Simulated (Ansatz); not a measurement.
Input file:

```
basis:
  gaussian: {orbitals: def2-TZVPD}
crystal:
  periodic: [false, false, false]
  atoms:
    - symbol: C
      position_ang: [-0.058627, -0.543630, -1.246913]
    - symbol: Al
      position_ang: [0.259307, -0.186623, 0.654101]
    - symbol: H
      position_ang: [-0.894988, 0.075617, -1.620404]
    - symbol: H
      position_ang: [0.722854, 1.262411, 1.116452]
    - symbol: H
      position_ang: [-0.300729, -1.596482, -1.462867]
    - symbol: H
      position_ang: [0.056078, -1.313350, 1.757005]
    - symbol: H
      position_ang: [0.819494, -0.263213, -1.855865]
output: {forces: true, orbitals: {seedname: orbitals}}
hamiltonian: {xc: pbe0}
```

Launched as:

```sh
ansatz run input.yaml --threads 1 --pin off --max-ram 2610MiB --events-out events.jsonl --progress --plain --runs-dir runs
```

Geometry: B3LYP-D3(BJ)/def2-SVP.

All numbers below come from isolated molecule in a Gaussian basis; Kohn-Sham density functional theory, functional PBE0 (Ansatz).

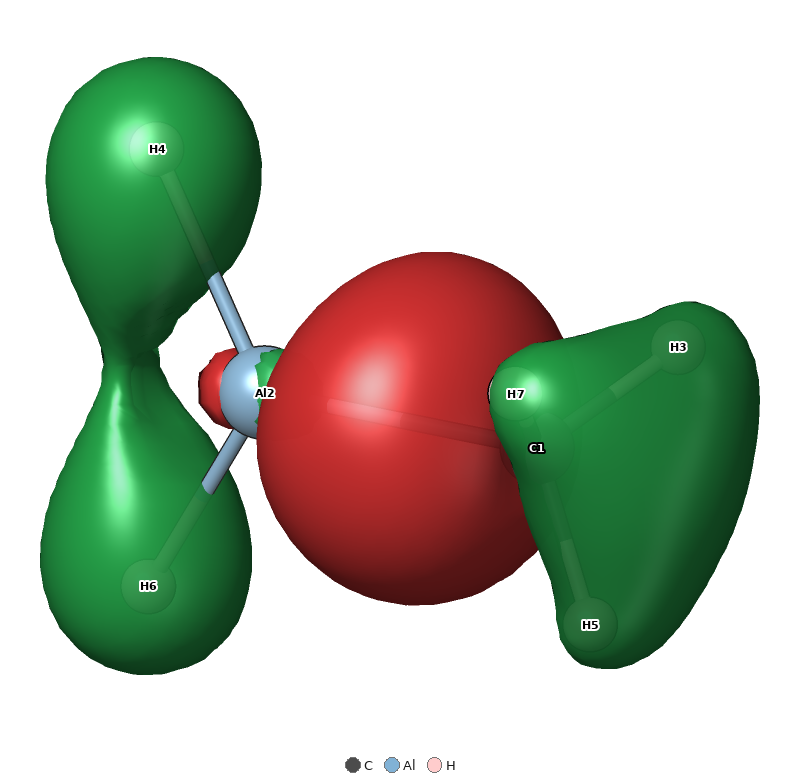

CH5Al (SMILES [CH3][AlH2]). One frontier orbital at ±0.15 Å⁻³ᐟ² (green and red are the two phases), seen at a tilt.

Which orbital is it: HOMO or LUMO?

Answer. The HOMO, at −8.08 eV. By Hirshfeld shares it lies mainly on C1 (about 45 %), Al2 (about 25 %), H4 (about 10 %) and H6 (about 10 %).
